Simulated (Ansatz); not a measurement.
GePH₃ClF₃: several calculations on one system

## 1. Relaxation

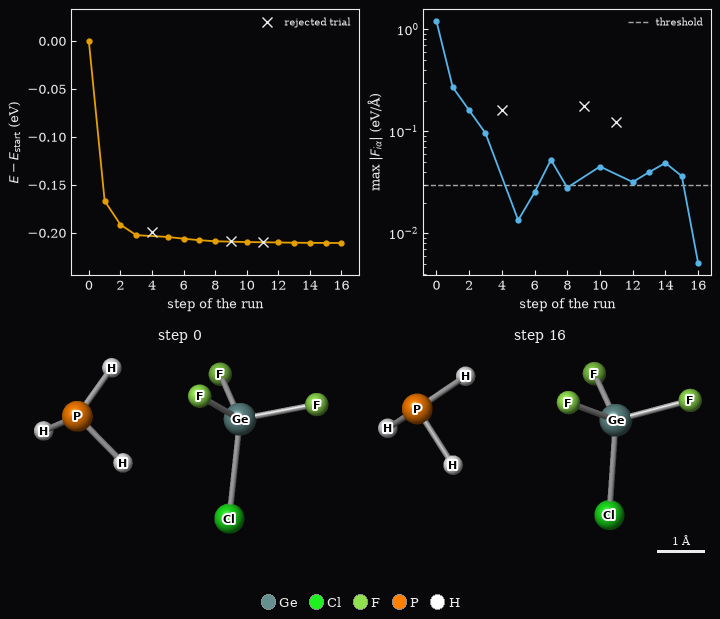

First and last geometry of a relaxation of GePH$_{3}$ClF$_{3}$, with the history of the run. Style: ball-and-stick. Shown at a tilt.

The run prepares an end point of a later path (reaction) calculation, from a guessed geometry.

Method: RKS PBE0/def2-SVP in Ansatz. (no spin polarisation; force threshold 0.03 eV/Å; at most 50 steps)

Read the history and describe the run.

It converged. Over 13 accepted moves (16 points after the start) the energy falls by 0.210 eV. The largest force component goes from 1.2 to 0.0051 eV/Å. The line search rejected the trial steps at points 4, 9, 11 of the run. The forces were under the threshold at step 5, but the run went on from there. The largest move after the best rigid fit is that of an H atom, 0.71 Å. By element the largest moves are H 0.71 Å, P 0.46 Å, Cl 0.45 Å, Ge 0.34 Å, F 0.32 Å. Among the contacts that change: Ge–P 3.483 → 4.260 Å, Cl–Ge 2.178 → 2.097 Å, H–P 1.422 → 1.429 Å. Bond angles that change, for instance: F–Ge–F 110.4° → 107.5°, Cl–Ge–F 108.5° → 111.4°. Cost: 43 s on 4 threads of Arm Neoverse V1 (shared host), peak memory 0.36 GiB.

```tsv
step	E − E(0), eV	largest force component, eV/Å	note
0	0.0000	1.2147	
1	-0.1666	0.2710	
2	-0.1913	0.1613	
3	-0.2023	0.0961	
4	-0.1992	0.1622	rejected
5	-0.2041	0.0134	
6	-0.2060	0.0252	
7	-0.2075	0.0526	
8	-0.2086	0.0281	
9	-0.2083	0.1788	rejected
10	-0.2095	0.0452	
11	-0.2094	0.1233	rejected
12	-0.2099	0.0318	
13	-0.2102	0.0398	
14	-0.2103	0.0490	
15	-0.2104	0.0363	
16	-0.2105	0.0051
```

Limits of the set-up: the start holds two separate molecules, 2.4 Å apart at their closest, whose relative position is a soft coordinate and is computed without a dispersion correction.

## 2. Relaxation

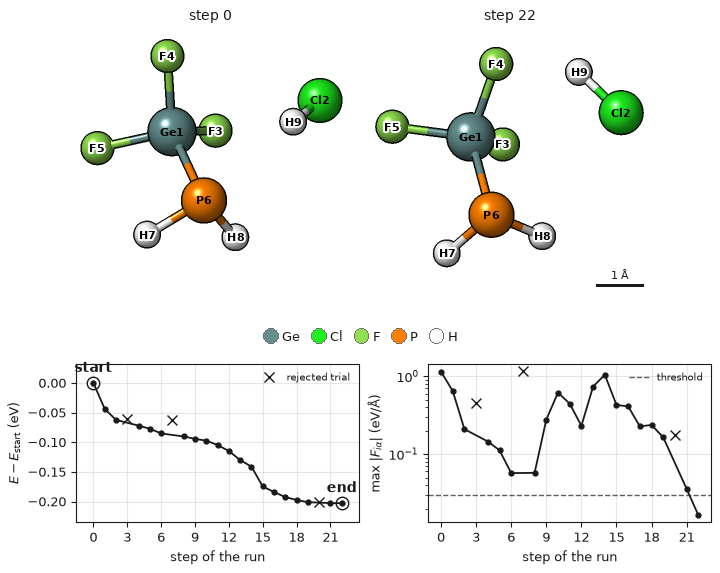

First and last geometry of a relaxation of GePH3ClF3, with the history of the run. A ball-and-stick model, seen at a tilt.

The run prepares an end point of a later path (reaction) calculation, from a guessed geometry.

The calculation used RKS PBE0/def2-SVP (Ansatz).

Input file:
```yaml
crystal:
  periodic: [false, false, false]
  atoms:
    - { symbol: Ge, position_ang: [-0.612344, -0.143929, -0.277854] }
    - { symbol: Cl, position_ang: [0.089043, 0.822466, 2.92924] }
    - { symbol: F, position_ang: [0.765178, -1.077212, 0.147328] }
    - { symbol: F, position_ang: [-0.081221, 1.479663, -0.455772] }
    - { symbol: F, position_ang: [-0.988524, -0.635628, -1.88668] }
    - { symbol: P, position_ang: [-2.414854, -0.378161, 1.095009] }
    - { symbol: H, position_ang: [-3.210582, -0.919525, 0.041373] }
    - { symbol: H, position_ang: [-1.947645, -1.645224, 1.548284] }
    - { symbol: H, position_ang: [-1.186449, 1.18545, 2.806472] }
basis:
  gaussian: { orbitals: def2-SVP }
hamiltonian:
  xc: pbe0
relax:
  f_tol: 0.03
  max_steps: 50
```

Launched with:
```bash
ansatz run input.yaml --threads 4 --pin off --max-ram 5120MiB --backend cpu --events-out ev --progress --plain --runs-dir out
```

What do the curves and the structures tell?

Answer. It converged. The energy falls by 0.203 eV in 19 accepted moves (22 points after the start). The largest force component goes from 1.1 to 0.016 eV/Å. The line search rejected the trial steps at points 3, 7, 20 of the run. The atom that moves furthest after the best rigid fit is H9 (1.35 Å). By element the largest moves are H 1.35 Å, Cl 0.68 Å, F 0.67 Å, P 0.39 Å, Ge 0.15 Å. Some distances before and after: Ge1–Cl2 3.422 → 3.643 Å, Cl2–H9 1.332 → 1.295 Å, Ge1–F4 1.717 → 1.739 Å, Ge1–P6 2.278 → 2.288 Å. Among the angles between lasting bonds that change: F3–Ge1–F4 106.9° → 103.5°, Ge1–P6–H7 92.0° → 89.4°. Groups turn about Ge1–P6 by about 40°.

Limits of the set-up: the start holds two separate molecules, 2.6 Å apart at their closest, whose relative position is a soft coordinate and is computed without a dispersion correction.

## 3. Path

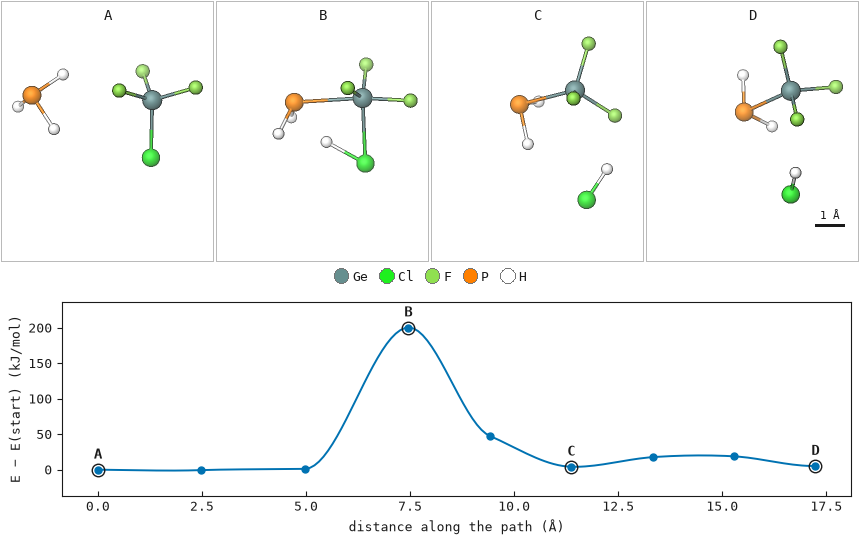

A nudged-elastic-band calculation for GePH$_{3}$ClF$_{3}$, made up at the start of GeClF₃ and PH₃. Images are numbered from 0 (start) to 8 (end). Frames A to D are images 0, 3, 5, 8. The picture is a ball-and-stick view, seen at a tilt.

Level of theory: RKS PBE0/def2-SVP (Ansatz 0.2.0). Settings: 7 movable images; climbing image; force threshold 0.05 eV/Å; iteration limit 60; starting path through a guess of the saddle point.

> Describe the mechanism and the energy profile.

The path has more than one stage, and so few images may leave a stage unresolved. Breaking: Cl–Ge (2.10 → 3.64 Å), H–P (1.43 → 3.60 Å). Forming: Cl–H (3.55 → 1.29 Å), Ge–P (4.26 → 2.29 Å). Forward barrier 200.4 kJ/mol, backward barrier 195.2 kJ/mol, with image 3 at the top; the reaction energy is +5.2 kJ/mol. Image 1 lies below both ends, at −0.6 kJ/mol, which points to an intermediate minimum that so few images don't resolve. The profile has 2 maxima (images 3, 7) with a dip at image 5 (+4.1 kJ/mol), so the process runs in steps. The band converged in 44 iterations. The largest component of the band force went from 25 to 0.044 eV/Å. The climbing image converged on the top of the path. Its vibrational analysis gives one imaginary mode (977i cm⁻¹), as a transition state must have.

Limits of the set-up: the start holds two separate molecules, 2.8 Å apart at their closest, whose relative position is a soft coordinate and is computed without a dispersion correction.
